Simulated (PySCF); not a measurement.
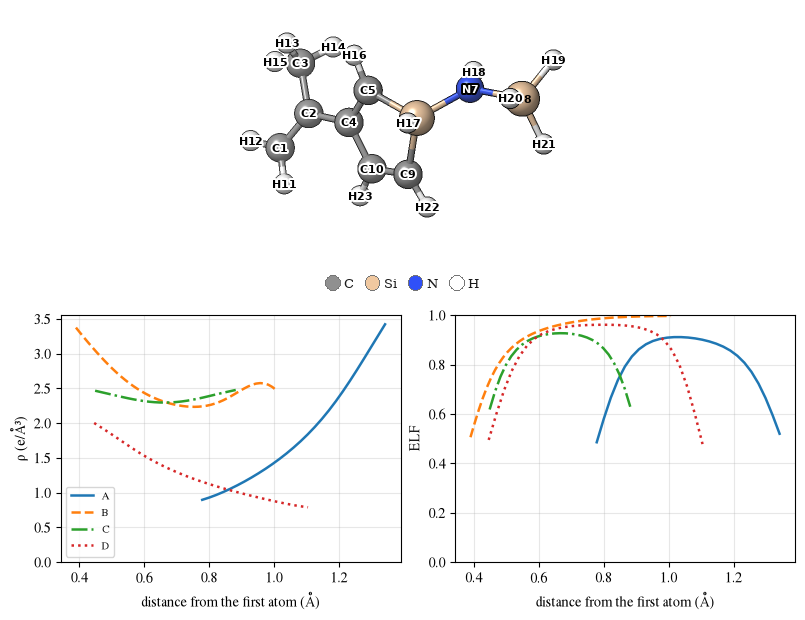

*C$_{7}$H$_{13}$NSi$_{2}$. Electron density and ELF along straight lines between neighbouring atoms. The curves leave out the atomic cores. The structure is drawn too.*

Geometry: GFN2-xTB.

All numbers below come from PBE0/pcSseg-1, SCF density, gas phase, non-relativistic (PySCF).

Input file:

```
{"job": {"kind": "nmr", "xc": "PBE0", "basis": "pcSseg-1"}, "charge": 0, "multiplicity": 1}
C     -2.570295    -1.366439     2.119257
C     -2.239955    -0.626315     1.062821
C     -3.297477    -0.051898     0.163588
C     -0.847816    -0.305067     0.738925
C     -0.449758     0.781951     0.048812
Si     1.426435     0.828062    -0.063205
N      1.991827     0.885861    -1.700710
Si     3.620722     1.100759    -2.245809
C      1.483065    -0.834071     0.830860
C      0.240622    -1.202432     1.151282
H     -1.840228    -1.757246     2.806221
H     -3.599079    -1.587701     2.350559
H     -3.391664     1.020829     0.331070
H     -3.037063    -0.208039    -0.881728
H     -4.261304    -0.514022     0.361813
H     -1.145207     1.526026    -0.298742
H      2.072369     1.911721     0.676449
H      1.366076     0.474088    -2.374649
H      3.530839     1.299654    -3.692773
H      4.139396     2.277310    -1.552804
H      4.466484    -0.060744    -1.945700
H      2.339000    -1.439354     1.081087
H     -0.001743    -2.125947     1.657276
```

Launched as:

```sh
OMP_NUM_THREADS=1 python probes_run.py task.json out
```

Question: Which curve belongs to which contact (C–C, C–Si, N–H and Si–N)? The first atom named is at distance zero.

Answer: Curve A: Si–N (1.73 Å): the density is about 1.1 e/Å³ at the midpoint; the ELF peaks at about 0.90 between the atoms (a shared but strongly polarised pair). Curve B: N–H (1.01 Å): ρ at the midpoint is about 2.8 e/Å³; the ELF climbs to about 1 towards the hydrogen, as it does in any bond to H: an ordinary covalent bond to hydrogen. Curve C: C–C (1.33 Å): the density is about 2.3 e/Å³ at the midpoint; the ELF peaks at about 0.95 between the atoms; a short, multiple covalent bond. Curve D: C–Si (1.88 Å): ρ is about 0.94 e/Å³ halfway; the ELF peaks at about 0.95 between the atoms (a covalent bond).
